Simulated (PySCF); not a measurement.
# C5H2: the cost of one run

Computed with PySCF 2.14.0, with density-fitted response routines of our own, on a single molecule in the gas phase. Atoms count from 0, in the outputs and in this text.

### Step 1. Starting geometry

7 atoms, charge 0, multiplicity 1; geometry from: GFN2-xTB.

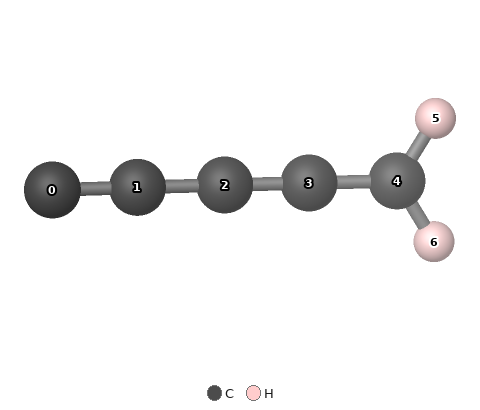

The starting geometry (carbon dark grey, hydrogen pink), atoms numbered.

### Step 2. Optimising the geometry at PBE0-D3(BJ)/def2-TZVP

What the job is given:

```
{"job": {"xc": "PBE0", "basis": "def2-TZVP", "d3": "d3bj", "grid": 2, "kind": "geom"}, "charge": 0, "multiplicity": 1}
C      2.664200     0.105930    -0.063000
C      1.394800     0.050710    -0.030560
C      0.093320    -0.000050     0.000660
C     -1.165160    -0.046060     0.026570
C     -2.476860    -0.091840     0.055010
H     -3.013610    -0.312440     0.966060
H     -3.067210     0.089830    -0.831200
```

Q: Estimate the wall time of this first job on 4 threads of Intel Xeon at 2.50GHz (Skylake/Cascade Lake), shared host.

About 29 s.
